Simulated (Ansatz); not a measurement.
# Map of one atom of the cell for NiSi2 (fluorite type, space group Fm-3m)

Relaxed NiSi2 (fluorite type, space group Fm-3m):

```yaml
crystal:
  lattice:
    - [0.00000, 2.69495, 2.69495]
    - [2.69495, 0.00000, 2.69495]
    - [2.69495, 2.69495, 0.00000]
  atoms:
    - { symbol: Ni, position: [0.00000, 0.00000, 0.00000] }
    - { symbol: Si, position: [0.25000, 0.25000, 0.25000] }
    - { symbol: Si, position: [0.75000, 0.75000, 0.75000] }
```

In this cell atom 3 (Si, nearest neighbour Ni at 2.334 Å; its periodic images, 3.8 Å or more away, move with it) is moved by u·(1.000, 0.000, 0.000) + v·(0.000, 0.000, 1.000); the rest is frozen.

These are PBEsol (plane waves to 420 eV, PAW, scalar-relativistic; Ansatz, a program for electronic structure) values and carry that method's errors. k mesh 12×12×12 (Γ-centred), Fermi-Dirac smearing 0.05 eV. E stands for the smeared free energy. Points where atoms come too close for the PAW data are left out (x in tables, blank in figures). With partly filled bands, energies and forces of such displacements shift with the k mesh and the smearing. On this mesh the relaxed cell isn't quite at rest: it carries a pressure of -0.1 GPa (compression positive) at the zero of the scan. NiSi2 is run without spin polarisation. NiSi2 was relaxed with its symmetry unable to fall. ΔE is measured from the undisplaced structure. Axes are in Å.

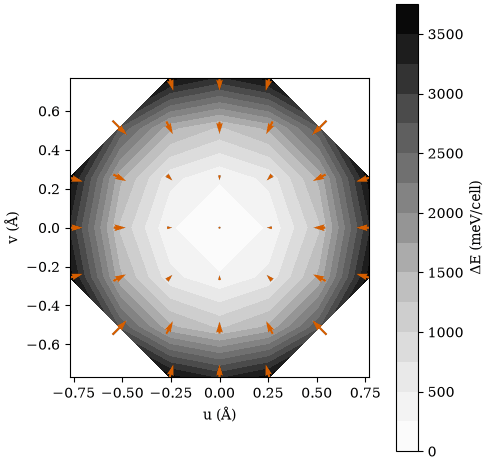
Figure. ΔE (meV/cell) over the plane, with arrows for the in-plane force on the moved atom.

Principal force constants in the plane (five-point differences of the forces): 8.2 eV/Å², isotropic. Lowest place on the grid: u = 0.000 Å, v = 0.000 Å (0 meV/cell). Centre of the map: a minimum.

(A displaced cell: forces are minus the slopes of the energy, force constants its curvatures, and phonons follow from these.)
